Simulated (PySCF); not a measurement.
C6H10Si2, SMILES c1c(cc([SiH3])cc1)[SiH3] at its GFN2-xTB optimised geometry (Å):

```
18

Si    -2.2004     1.9681    -0.0171
C     -1.2722     0.3263    -0.0068
C     -1.9697    -0.8793    -0.0145
C     -1.2990    -2.0883    -0.0145
C      0.0848    -2.1108    -0.0073
C      0.8184    -0.9288     0.0000
Si     2.7044    -0.9288     0.0000
C      0.1164     0.2726     0.0000
H     -2.8899     2.1276    -1.3013
H     -3.1893     1.9704     1.0647
H     -1.2441     3.0596     0.1745
H     -3.0512    -0.8675    -0.0190
H     -1.8547    -3.0159    -0.0197
H      0.6035    -3.0596    -0.0067
H      3.1832    -2.3042     0.1488
H      3.1893    -0.3662    -1.2641
H      3.1872    -0.1069     1.1132
H      0.6743     1.2002     0.0073
```

Computed with PySCF with CAM-B3LYP/def2-SVP. Cells within 0.4 Å of a nucleus heavier than hydrogen are left out (blank, or x).

Map of the Laplacian of the electron density (e/bohr⁵), clipped to [-1.50, 1.50] on the plane z = 0.0 Å:

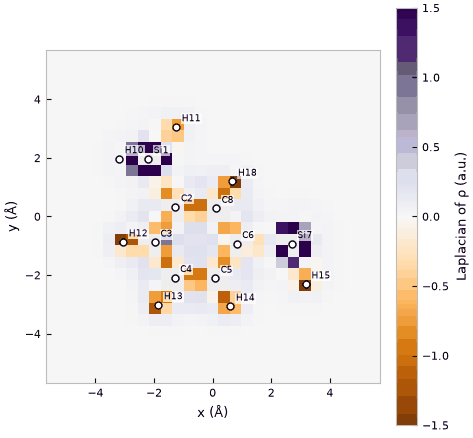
Figure: Laplacian of the electron density (e/bohr⁵), clipped to [-1.50, 1.50] on the plane z = 0.0 Å.
